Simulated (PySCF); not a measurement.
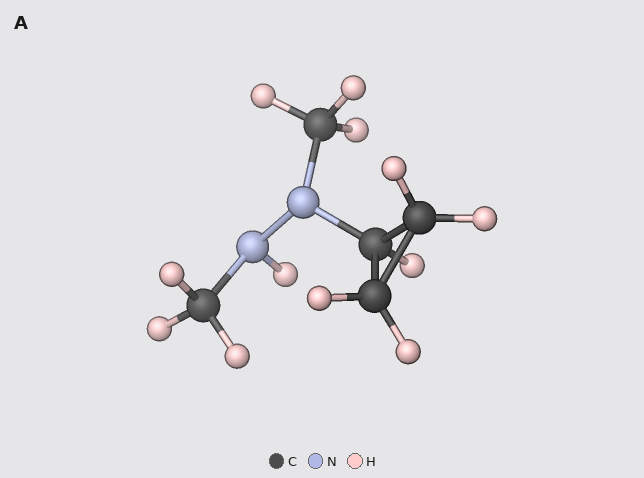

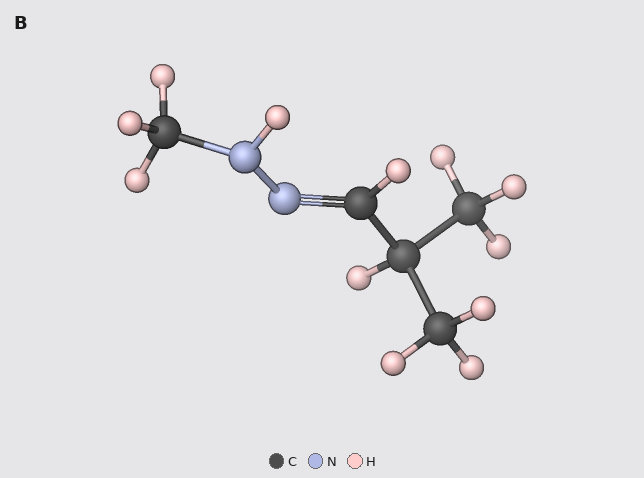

2 stationary structures of one formula. Geometries: GFN2-xTB. Electronic energies: PBE0/pcSseg-1 (PySCF 2.14.0), without zero-point energy. No frequency run is at hand to confirm each as a minimum. Each is one conformer, not always the lowest.

### Rank them by energy, lowest first.

B is lowest; A lies 91.4 kJ/mol above it. A is `CNN(C)C1CC1`, B is `CN/N=C/C(C)C`.
